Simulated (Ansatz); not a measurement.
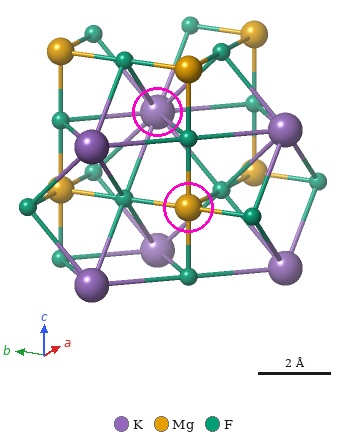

Perfect KMgF3. A ball-and-stick model of the atoms within 4.6 Å of one point, in a slice 5.0 Å thick across the line of sight, seen from a free direction.

Level of theory: DFT, PBEsol, PAW, plane waves (Ansatz). Settings: plane-wave cutoff 420 eV; k-point mesh 1 × 1 × 1; mesh shifted by (0.25, 0.25, 0.25); collinear spin. Fermi-Dirac smearing of 0.01 eV. The axes drawn are those of the host's conventional cell.

A potassium atom is replaced by titanium and a magnesium atom is replaced by potassium, the two sites 3.5 Å apart at the ringed places, in charge state 0. The supercell has 40 sites, and the atoms are relaxed at the host's cell.

**How do the neighbours respond?**

In the host the K atom has 12 F at 2.82 Å; the Ti atom ends with 6 F at 2.03 to 2.31 Å. In the host the Mg atom has 6 F at 2.00 Å; the K atom ends with 6 F at 2.25 to 2.50 Å. Of the host's atoms, a fluorine atom moves furthest from its site, by 0.97 Å. The Ti atom itself moves 0.82 Å from where it was put. The K atom itself moves 0.47 Å from where it was put. The cell's net moment is 2.00 μB.

The relaxed defect, seen from the same direction:

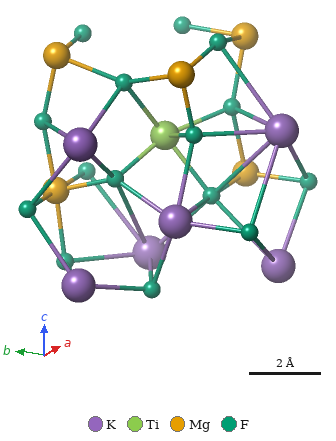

Limits of the set-up: the periodic images lie only 8.0 Å apart, so the values are limited by the cell's size.
